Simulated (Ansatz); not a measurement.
Reaction (SMILES): S (H2S) + H+ → [SH3+]
B3LYP-D3(BJ)/def2-TZVP geometries, fixed; electronic energies without zero-point terms; positive where energy is released.
Largest species:
```xyz
4

S      0.1049    -0.0008     0.0446
H     -0.3243     0.9941    -0.7736
H     -0.3450    -0.9973    -0.7604
H     -1.0094     0.0159     0.8202
```
Charge +1, spin multiplicity 1.

Basis-set convergence of the proton affinity at PBE with Ansatz (an electronic-structure program). All functions are spherical. The program fits the integrals of some runs and decomposes those of others, by size. No added dispersion term, no relativity. Functions are those of the species that has most. Reference: the value in pcseg-4, 175.08 kcal/mol, itself unsure by roughly 0.07 kcal/mol (its mean distance from aug-pcseg-3, aug-cc-pV(Q+d)Z, cc-pV(5+d)Z). Deviations are taken from unrounded values.

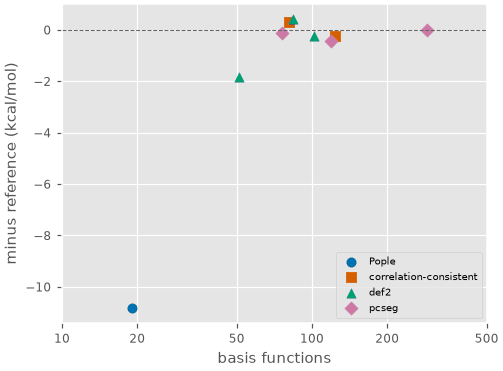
Figure: Deviation from the reference against the number of basis functions, by family of sets.

| basis | functions | proton affinity (kcal/mol) | minus reference (kcal/mol) |
|---|---|---|---|
| 6-31G | 19 | 164.25 | -10.83 |
| def2-SVPD | 51 | 173.25 | -1.83 |
| pcseg-2 | 76 | 174.96 | -0.12 |
| cc-pV(T+d)Z | 81 | 175.38 | 0.30 |
| def2-TZVPP | 84 | 175.52 | 0.44 |
| def2-TZVPPD | 102 | 174.86 | -0.22 |
| aug-pcseg-2 | 119 | 174.66 | -0.41 |
| aug-cc-pV(T+d)Z | 124 | 174.84 | -0.24 |
| pcseg-4 | 288 | 175.08 | 0.00 |
